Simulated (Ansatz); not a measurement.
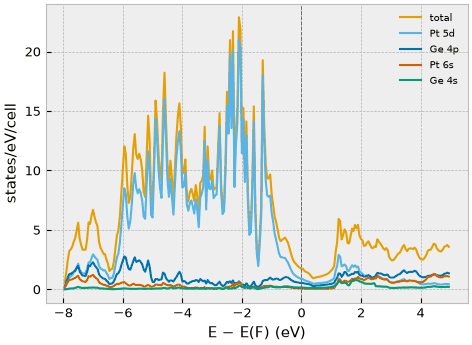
*Total and projected density of states of GePt$_{2}$ in space group P-62m (No. 189; Ge on 2c, Ge on 1b, Pt on 3g, Pt on 3f), plane-wave PAW r²SCAN (Ansatz code)*

Which orbitals carry the states next to the Fermi level?

Within 0.5 eV of the Fermi level: Pt 5d 53 %, Ge 4p 29 %, Ge 4s 8 %, outside the projected shells 6 %. Projections are on Löwdin-orthogonalised atomic valence shells; empty p or d shells of many metals are not among them.

Where is the tallest occupied peak in this window, and what makes it?

Near -2.1 eV, about 23 states/eV per cell; the largest projected share is Pt 5d.

The workflow started from a Materials Project entry (that database holds measured and hypothetical structures alike); the Crystallography Open Database copy checked does not list it. Its standing as an ambient phase is unchecked. Symmetry was held in the r²SCAN relaxation; its stability against distortions is not shown here. No spin polarisation was allowed. Scalar-relativistic: spin–orbit coupling is off unless named, which matters more the heavier the elements.

Potentials: the later of the program's two PAW sets.
